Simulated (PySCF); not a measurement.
SMILES CB(C)N[SiH2]N (C2H11BN2Si), singlet at its GFN2-xTB optimised geometry (Å):

```
17

Si     1.0074    -1.3189    -0.0262
N      2.5336    -0.5223     0.1074
N     -0.1242     0.0006     0.0000
B     -1.5242     0.0006     0.0000
C     -2.3022    -1.3822     0.0140
C     -2.3238     1.3738     0.0000
H      0.6742    -2.2514     1.0615
H      1.0391    -2.0012    -1.3220
H      3.3595    -1.0801    -0.0308
H      2.6838     0.1048     0.8823
H      0.3193     0.9083    -0.0280
H     -2.2335    -1.8425     0.9985
H     -3.3595    -1.2807    -0.2187
H     -1.8704    -2.0924    -0.6877
H     -1.6875     2.2514     0.1016
H     -3.0575     1.4040     0.8039
H     -2.8854     1.4866    -0.9266
```

Level of theory: PBE0/def2-SVP in PySCF 2.14.0. Cells within 0.4 Å of a nucleus heavier than hydrogen are left out (blank, or x).

Map of the Laplacian of the electron density (e/bohr⁵), clipped to [-1.50, 1.50] on the plane z = 0.0 Å:

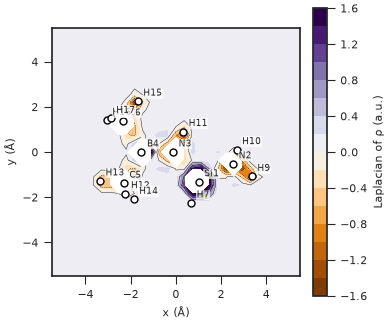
Figure. Laplacian of the electron density (e/bohr⁵), clipped to [-1.50, 1.50] on the plane z = 0.0 Å.
